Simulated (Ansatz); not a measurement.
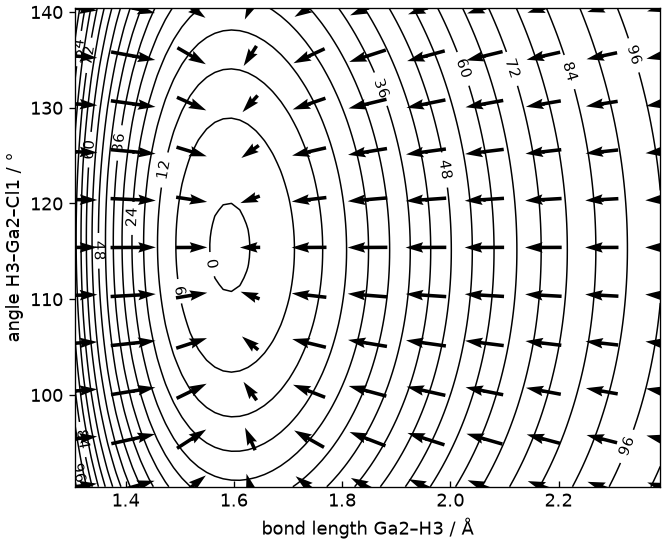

Energy landscape of ClGaH, SMILES [Cl][GaH], spin multiplicity 2. First axis: bond length Ga2–H3. Second axis: angle H3–Ga2–Cl1. Nothing is relaxed (all other coordinates rigid). The grid has 11 × 11 points. Points are written as (first, second). Energies are in kJ/mol, from the lowest grid point. These are results of UKS r2SCAN0-D4/def2-TZVP in Ansatz 0.2.0, not measurements.

The picture shows contour lines labelled in kJ/mol, dots at the grid points, arrows along the force (downhill), their lengths compressed. Between grid points the surface is interpolated. 

Describe this landscape.

The lowest grid point is at (1.630 Å, 115.4°). It is the only kind of minimum in the scanned range. The highest grid point, (1.306 Å, 90.4°), lies 104 kJ/mol above the lowest. Round the minimum the two coordinates are nearly uncoupled.

Grid values (kJ/mol):

| angle H3–Ga2–Cl1 ↓, bond length Ga2–H3 → | 1.306 | 1.414 | 1.522 | 1.630 | 1.739 | 1.847 | 1.955 | 2.063 | 2.172 | 2.280 | 2.388 |
| --- | --- | --- | --- | --- | --- | --- | --- | --- | --- | --- | --- |
| 140.4 | 96 | 46 | 25 | 22 | 30 | 43 | 57 | 71 | 83 | 94 | 102 |
| 135.4 | 88 | 38 | 17 | 15 | 23 | 36 | 51 | 66 | 80 | 91 | 100 |
| 130.4 | 81 | 32 | 11 | 8 | 17 | 31 | 47 | 63 | 77 | 88 | 98 |
| 125.4 | 77 | 27 | 6 | 4 | 13 | 27 | 44 | 60 | 74 | 87 | 97 |
| 120.4 | 74 | 24 | 3 | 1 | 10 | 25 | 41 | 58 | 73 | 86 | 96 |
| 115.4 | 74 | 23 | 2 | 0 | 9 | 24 | 41 | 57 | 73 | 85 | 96 |
| 110.4 | 75 | 25 | 3 | 1 | 10 | 24 | 41 | 58 | 73 | 86 | 96 |
| 105.4 | 79 | 28 | 7 | 4 | 12 | 27 | 43 | 60 | 74 | 87 | 97 |
| 100.4 | 85 | 34 | 12 | 9 | 17 | 31 | 47 | 63 | 77 | 89 | 98 |
| 95.4 | 93 | 42 | 20 | 16 | 24 | 37 | 52 | 67 | 80 | 91 | 100 |
| 90.4 | 104 | 52 | 30 | 26 | 33 | 45 | 59 | 73 | 85 | 95 | 103 |

Time for the 121 points that were run: 17 min on 1 thread of Arm Neoverse V1, on a shared host.
